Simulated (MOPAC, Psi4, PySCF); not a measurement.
Approach curve of the dimer CH2O2 ··· H4Si (SMILES O=CO and [SiH4]). Monomers: optimised at B3LYP-D3(BJ) (def2-TZVP), held rigid. Orientation: a higher rigid-body minimum at GFN2-xTB. R is the distance of the centres of mass, along which the second monomer moves.

Geometry at R = 3.49 Å (first 5 atoms: monomer A):
```
10

O      0.8133    -0.5321    -0.0667
C     -0.4205    -0.0108     0.0417
O     -0.6784     1.1578     0.0369
H      1.4404     0.2060    -0.1473
H     -1.1548    -0.8208     0.1354
Si     1.2970     2.9325    -1.7089
H      1.8510     1.5806    -1.9473
H      1.4335     3.2760    -0.2755
H     -0.1340     2.9532    -2.0872
H      2.0376     3.9203    -2.5258
```

- RHF/6-31G* = restricted Hartree-Fock/6-31G*, spherical d, no counterpoise correction (PySCF)
- PBE-D3(BJ)/def2-TZVP, counterpoise-corrected (Psi4)
- PM6, restricted, heats of formation (MOPAC)
- wB97X-D/def2-TZVP, counterpoise-corrected (Psi4)
- RMP2/3-21G = restricted MP2 (frozen core)/3-21G, no counterpoise correction run with PySCF

Interaction energies in kcal/mol (negative: bound); R is the distance of the centres of mass, d the H4···H7 distance.

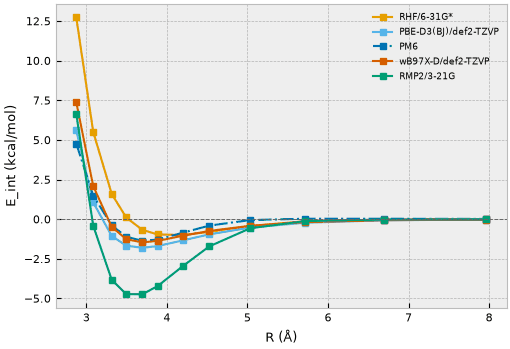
Fig. 1. Interaction energy against separation.

| R / Å | d / Å | RHF/6-31G* | PBE-D3(BJ)/def2-TZVP | PM6 | wB97X-D/def2-TZVP | RMP2/3-21G |
|---|---|---|---|---|---|---|
| 2.87 | 1.75 | 12.73 | 5.60 | 4.76 | 7.37 | 6.64 |
| 3.08 | 1.93 | 5.51 | 1.06 | 1.49 | 2.09 | -0.41 |
| 3.31 | 2.14 | 1.59 | -1.07 | -0.40 | -0.49 | -3.83 |
| 3.49 | 2.30 | 0.10 | -1.67 | -1.11 | -1.26 | -4.73 |
| 3.69 | 2.49 | -0.68 | -1.81 | -1.37 | -1.47 | -4.74 |
| 3.88 | 2.66 | -0.97 | -1.70 | -1.29 | -1.37 | -4.22 |
| 4.19 | 2.96 | -1.00 | -1.34 | -0.86 | -1.05 | -2.98 |
| 4.52 | 3.27 | -0.81 | -0.96 | -0.41 | -0.75 | -1.72 |
| 5.03 | 3.77 | -0.43 | -0.53 | -0.06 | -0.42 | -0.57 |
| 5.71 | 4.43 | -0.13 | -0.23 | 0.03 | -0.19 | -0.12 |
| 6.69 | 5.39 | -0.03 | -0.07 | 0.02 | -0.07 | -0.03 |
| 7.96 | 6.65 | -0.01 | -0.02 | 0.01 | -0.02 | -0.01 |

Lowest grid point: RHF/6-31G* -1.00 kcal/mol at R = 4.19 Å; PBE-D3(BJ)/def2-TZVP -1.81 kcal/mol at R = 3.69 Å; PM6 -1.37 kcal/mol at R = 3.69 Å; wB97X-D/def2-TZVP -1.47 kcal/mol at R = 3.69 Å; RMP2/3-21G -4.74 kcal/mol at R = 3.69 Å.
